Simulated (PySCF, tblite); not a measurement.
**C₃H₇ClO₃Si: geometry, infrared bands and NMR shifts**

What infrared bands and NMR shifts should C₃H₇ClO₃Si (`O=C(O)[SiH2]OCCCl`) show?

Computed with tblite 0.8.0 and PySCF 2.14.0, with density-fitted response routines of our own, on a single molecule in the gas phase. Atoms count from 0, in the outputs and in this text.

**1. The starting structure**

15 atoms, charge 0, multiplicity 1; geometry from: force field or distance geometry start.

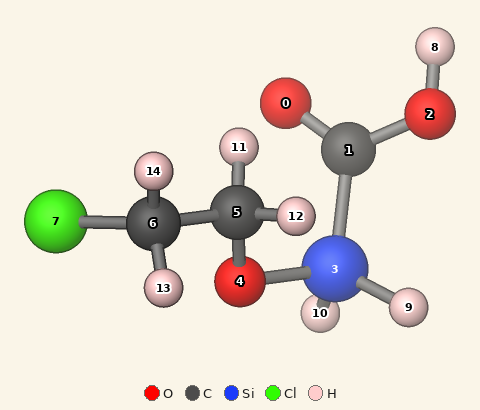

The starting geometry (oxygen red, carbon dark grey, silicon blue, chlorine green, hydrogen pink), atoms numbered.

**2. Relaxing the molecule with GFN2-xTB**

The job: settings as JSON, then the geometry in Å.

```
{"job": {"kind": "relax", "xc": "GFN2-xTB", "basis": "xTB"}, "charge": 0, "multiplicity": 1}
O     -1.355400     0.858500     1.725300
C     -1.775400     0.131600     0.777500
O     -2.895900     0.454900     0.037600
Si    -0.909500    -1.424300     0.325400
O      0.759100    -1.018600     0.118500
C      0.817700     0.232700    -0.494800
C      2.296200     0.598500    -0.690500
Cl     3.175700     0.660300     0.851900
H     -3.352400     1.335800     0.322200
H     -1.396900    -1.996400    -0.927500
H     -1.011400    -2.383900     1.461800
H      0.292700     1.008200     0.075700
H      0.325200     0.178400    -1.489100
H      2.684500    -0.187800    -1.390500
H      2.341500     1.560000    -1.242400
```

On the command line:

```bash
$ OMP_NUM_THREADS=1 python probes_run.py task.json out
```

One launch serves the whole session: the jobs run in the order shown.

**Question.** This job is followed by: GFN2-xTB harmonic vibrations, gas phase; GIAO PBE0/pcSseg-1 NMR shielding, non-relativistic, gas phase. Predict these results of the whole session: strongest single infrared mode (GFN2-xTB); zero-point energy (GFN2-xTB); ¹³C shifts against TMS (PBE0/pcSseg-1); ¹H shifts against TMS (PBE0/pcSseg-1, means over atoms taken as alike); ¹⁷O shifts against H2O (PBE0/pcSseg-1); ²⁹Si shifts against TMS (PBE0/pcSseg-1); ³⁵Cl shifts against HCl (PBE0/pcSseg-1); surface potential, least and greatest.

As calculated:

| quantity | value |
| --- | --- |
| strongest single infrared mode (GFN2-xTB) | 1739 cm⁻¹, 297 km/mol |
| zero-point energy (GFN2-xTB) | 62.6 kcal/mol |
| ¹³C shifts against TMS (PBE0/pcSseg-1) | 188.5, 67.0, 55.4 ppm |
| ¹H shifts against TMS (PBE0/pcSseg-1, means over atoms taken as alike) | 6.77, 5.24, 4.70, 3.81 ppm |
| ¹⁷O shifts against H2O (PBE0/pcSseg-1) | 513.6, 235.7, 18.7 ppm |
| ²⁹Si shifts against TMS (PBE0/pcSseg-1) | -48.1 ppm |
| ³⁵Cl shifts against HCl (PBE0/pcSseg-1) | 88 ppm |
| surface potential, least and greatest | -1.43 V and 2.16 V |

What this shows: The optimisation took 246 steps and gained 1.063 eV; among the close pairs (by a distance rule), Si3–O4 changed most, from 1.730 to 1.622 Å. All 39 modes are real, so the xTB geometry is a minimum. The strongest single mode, at 1739 cm⁻¹, moves mainly C1 and O0. Unscaled tight-binding wavenumbers are off by several per cent, some by more. Its intensities can rank the bands wrongly. At PBE0/pcSseg-1: Shielding is most anisotropic at O0 (span 738 ppm, paramagnetic term -581 ppm). By nearest atom (PBE0/pcSseg-1), the HOMO sits on O0 52 %; C1 12 % and the LUMO on C1 41 %; O0 24 %.
